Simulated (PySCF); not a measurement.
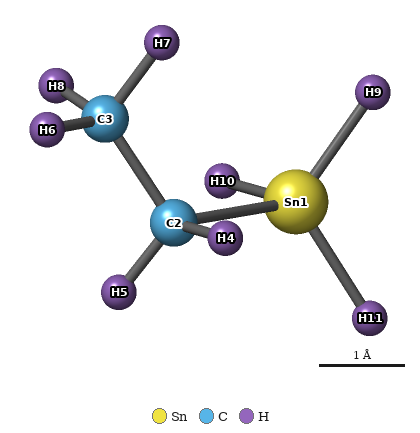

Figure 1. The starting structure (ball-and-stick view, seen at a tilt; atoms are numbered from 1 in the order of the input). Sticks mark near contacts. Bond lengths as drawn: C–C 1.49 Å, C–H 1.07 to 1.17 Å, C–Sn 2.15 Å and H–Sn 1.59 to 1.74 Å.

Geometry relaxation, with input and output: C2H8Sn

System: C2H8Sn.
Method: PBE0-D3(BJ)/def2-SVP geometry optimisation, gas phase (PySCF 2.14.0).

It belongs to a series of runs on one base structure; here: one ligand: H to Et.

### Input file
```
{"job": {"xc": "PBE0", "basis": "def2-SVP", "d3": "d3bj", "grid": 1, "maxiter": 30, "shake": 0.03, "kind": "geom"}, "charge": 0, "multiplicity": 1}
Sn    -0.248330    -0.500520    -1.511890
C     -0.299740    -0.418660     0.637280
C      0.467860     0.728400     1.200320
H      0.216560    -1.351360     0.975420
H     -1.320540    -0.365810     0.961470
H      0.486980     0.708250     2.306620
H      1.596920     0.670360     0.914330
H      0.180000     1.715190     0.898540
H      1.217960    -0.412970    -2.110680
H     -1.078120     0.905740    -2.126730
H     -1.121500    -1.764130    -2.113790
```

The first line tells a small driver script what to run in PySCF; the rest is the geometry in Å.

Launch command:
```bash
OMP_NUM_THREADS=1 python <driver script> task.json out
```

### The program's output
```
step   0  E = -295.12228806  max force = 0.059438
step   1  E = -295.13480647  max force = 0.009423
step   2  E = -295.13596740  max force = 0.003166
step   3  E = -295.13612795  max force = 0.000682
step   4  E = -295.13613814  max force = 0.000354
optimisation converged
```

### Trajectory as extended XYZ (Å, eV, eV/Å), 5 frames, from step=0 to step=4
```
11
Properties=species:S:1:pos:R:3:forces:R:3 step=0 energy=-8030.68650
Sn   -0.2483   -0.5005   -1.5119   -2.0420   1.1909   0.6940
C    -0.2997   -0.4187    0.6373    1.2596  -0.7045  -0.4402
C     0.4679    0.7284    1.2003    3.0564  -0.2448   0.4934
H     0.2166   -1.3514    0.9754   -0.7444   0.2557  -0.0219
H    -1.3205   -0.3658    0.9615   -0.9734  -0.3810   0.2850
H     0.4870    0.7083    2.3066   -0.1658   0.0634  -0.0717
H     1.5969    0.6704    0.9143   -1.6076   0.0214   0.3360
H     0.1800    1.7152    0.8985   -0.6474   0.8996  -0.3767
H     1.2180   -0.4130   -2.1107    2.1529  -0.0342  -0.7360
H    -1.0781    0.9057   -2.1267    0.1254  -0.1482   0.1500
H    -1.1215   -1.7641   -2.1138   -0.4138  -0.9184  -0.3118
11
Properties=species:S:1:pos:R:3:forces:R:3 step=1 energy=-8031.02715
Sn   -0.2839   -0.4699   -1.5253    0.0844  -0.0237  -0.2373
C    -0.2822   -0.4274    0.6447    0.3170   0.1408  -0.1544
C     0.5093    0.7405    1.2177    0.3302   0.1104   0.0904
H     0.1708   -1.3765    0.9676   -0.1548  -0.0856   0.0868
H    -1.3304   -0.4035    0.9776   -0.0175  -0.0945   0.0008
H     0.5129    0.7369    2.3220   -0.1510   0.0029  -0.0275
H     1.5751    0.7054    0.9302   -0.0740  -0.0850  -0.0901
H     0.1457    1.7284    0.8917   -0.1492  -0.0635   0.0093
H     1.3552   -0.4349   -2.1599   -0.4846  -0.1103   0.2135
H    -1.0819    0.9400   -2.1016    0.0225   0.0372  -0.0049
H    -1.1925   -1.8246   -2.1337    0.2770   0.1714   0.1135
11
Properties=species:S:1:pos:R:3:forces:R:3 step=2 energy=-8031.05874
Sn   -0.2919   -0.4541   -1.5234    0.0283   0.0482  -0.0949
C    -0.2692   -0.4288    0.6401    0.0925   0.0848  -0.0757
C     0.5192    0.7408    1.2139   -0.0417   0.0647   0.0661
H     0.1647   -1.3867    0.9638   -0.0513  -0.0569   0.0435
H    -1.3192   -0.4119    0.9736    0.0272  -0.0251   0.0126
H     0.5047    0.7378    2.3172   -0.0410   0.0103  -0.0106
H     1.5774    0.7090    0.9165    0.0638  -0.0224  -0.0594
H     0.1239    1.7169    0.8844   -0.0181  -0.0607   0.0282
H     1.3278   -0.4581   -2.1314   -0.1628  -0.0462   0.0614
H    -1.0743    0.9621   -2.1078    0.0234   0.0003   0.0172
H    -1.1650   -1.8125   -2.1160    0.0796   0.0028   0.0117
11
Properties=species:S:1:pos:R:3:forces:R:3 step=3 energy=-8031.06311
Sn   -0.2965   -0.4463   -1.5279   -0.0351   0.0030   0.0323
C    -0.2623   -0.4268    0.6365    0.0128   0.0155  -0.0337
C     0.5215    0.7428    1.2168   -0.0103  -0.0145  -0.0047
H     0.1609   -1.3909    0.9610   -0.0077   0.0007   0.0050
H    -1.3110   -0.4129    0.9736    0.0004  -0.0004   0.0065
H     0.4996    0.7367    2.3194    0.0105  -0.0039   0.0001
H     1.5804    0.7161    0.9119   -0.0217   0.0135   0.0082
H     0.1118    1.7127    0.8916    0.0102  -0.0016   0.0044
H     1.3110   -0.4756   -2.1248    0.0315  -0.0123  -0.0193
H    -1.0669    0.9730   -2.1120   -0.0012   0.0128   0.0047
H    -1.1503   -1.8143   -2.1152    0.0106  -0.0128  -0.0036
11
Properties=species:S:1:pos:R:3:forces:R:3 step=4 energy=-8031.06338
Sn   -0.2965   -0.4458   -1.5283   -0.0139   0.0086   0.0053
C    -0.2621   -0.4258    0.6346    0.0030   0.0092  -0.0086
C     0.5203    0.7430    1.2177   -0.0182  -0.0109   0.0040
H     0.1600   -1.3904    0.9590   -0.0014   0.0011   0.0046
H    -1.3106   -0.4125    0.9725   -0.0020   0.0000   0.0010
H     0.4997    0.7333    2.3203    0.0071  -0.0037   0.0011
H     1.5784    0.7197    0.9125    0.0054   0.0071  -0.0009
H     0.1100    1.7135    0.8960    0.0012   0.0025   0.0016
H     1.3120   -0.4801   -2.1273    0.0110  -0.0048  -0.0095
H    -1.0658    0.9757   -2.1115    0.0045  -0.0021   0.0047
H    -1.1473   -1.8162   -2.1146    0.0034  -0.0071  -0.0031
```

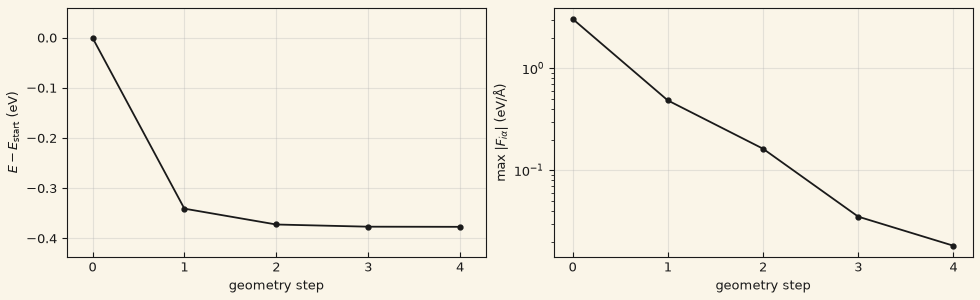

Figure 2. Progress of the relaxation, step by step (steps are counted from 0).

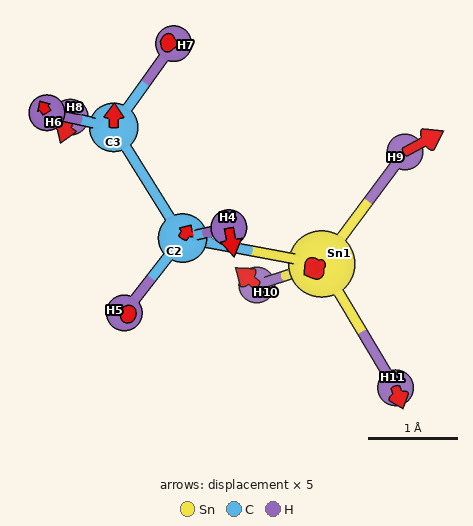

Figure 3. The starting structure with the displacements as red arrows, magnified 5 times (ball-and-stick view, seen at a tilt). The two geometries are laid on each other by the best rigid fit. H9 moves most after the best rigid fit: 0.11 Å. Largest moves by element: H 0.11 Å, Sn 0.08 Å, C 0.06 Å. Among the contacts that change: Sn1–H9 1.586 → 1.717 Å, Sn1–H11 1.650 → 1.716 Å, C3–H7 1.166 → 1.101 Å, C2–C3 1.491 → 1.523 Å. Among the angles that change: H4–C2–H5 112.9° → 106.6°, C2–C3–H8 117.6° → 111.9°, H10–Sn1–H11 103.7° → 108.8°. The energy falls by 0.377 eV in 4 geometry steps. Largest force component: 3.1 eV/Å at the start, 0.018 eV/Å at the end. (Atoms are counted from 1 in the order of the input.)

### Key numbers

- outcome: converged
- total energy: −295.136138 hartree
- dipole moment: 0.91 D
- point group: C1
- hardware: 1 CPU thread, shared host
- wall time: 17 s
- peak memory: 0.37 GiB
